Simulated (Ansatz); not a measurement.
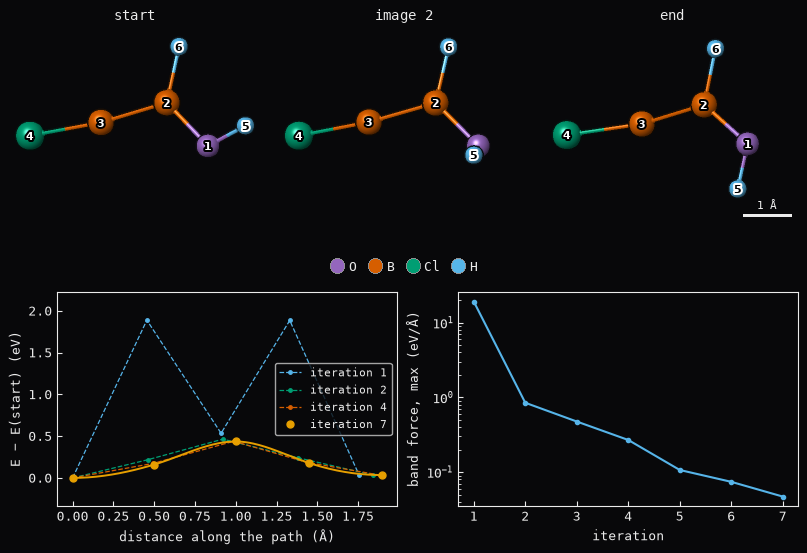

A nudged-elastic-band calculation for B2H2OCl (multiplicity 2). Images are numbered from 0 (start) to 4 (end). The plot follows the band through its iterations. The picture is a ball-and-stick view, seen from a free direction.

All numbers below come from UKS B3LYP-D4/def2-mTZVP in Ansatz 0.2.0. Settings: 3 movable images; climbing image; force threshold 0.05 eV/Å; iteration limit 60; starting path through a guess of the saddle point.

**How did the profile develop, and is the result final?**

The run is converged, with reservations. The band converged in 7 iterations. The largest component of the band force went from 19 to 0.047 eV/Å. The climbing image converged on the top of the path. Its curvatures weren't checked. So few images resolve the path coarsely. The first iteration put the highest image at 1.89 eV. The highest point, image 2, lies 0.44 eV above the start and 0.40 eV above the end; the end is at +0.03 eV relative to the start.

The run took 22 s on 2 threads of AMD EPYC 9R45 96-Core Processor (Zen 5), on a shared host, peak memory 0.24 GiB.
